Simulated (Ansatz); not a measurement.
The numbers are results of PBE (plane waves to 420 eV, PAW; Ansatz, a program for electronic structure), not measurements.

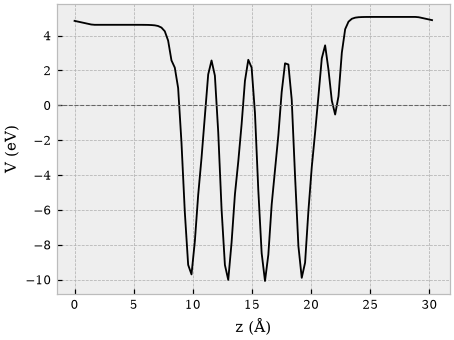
Figure: Planar average of the electrostatic potential across the slab, in eV from the highest filled level, for the (111)A surface of zinc-blende GaP, Ga-terminated, 2x2 with 3 NH2 on 4 top atoms (bottom of the slab: 3 H on 4 bottom sites)

Model: 44-atom slab, 14.3 Å thick at the start with caps and adatoms, 3x3x1 mesh, Fermi-Dirac 0.025 eV, dipole correction, 8 atoms held, the rest relaxed; no symmetry held; no spin, no spin-orbit, no U. It is one candidate, not shown to be the stable structure of the face.

The vacuum level lies 5.07 eV above the highest filled level over the top face and 4.62 eV above it under the bottom face.
